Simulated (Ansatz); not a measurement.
Consider KBr in the rock salt structure (space group Fm-3m, No. 225; a = 6.5491 Å).

Now apply this change: the cell is scaled by 0.9700 in all directions; the atoms relax in the strained cell.

Method: PBEsol in Ansatz (plane waves to 420 eV, PAW, spin-orbit coupling left out).

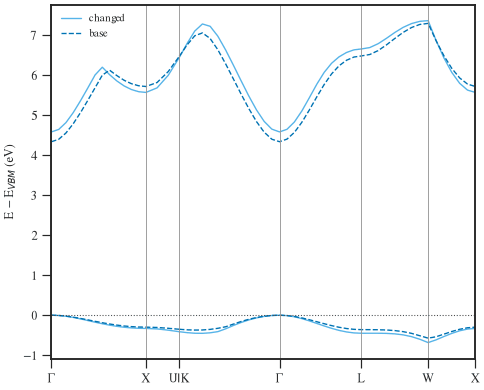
*Highest valence and lowest conduction band along the path, each from its own valence-band maximum*

### Question
Read the changed gap and its character from the plot.

### Answer
About 4.6 eV, direct at Γ.

Stability against distortions was not tested.

Ansatz is an electronic-structure program.
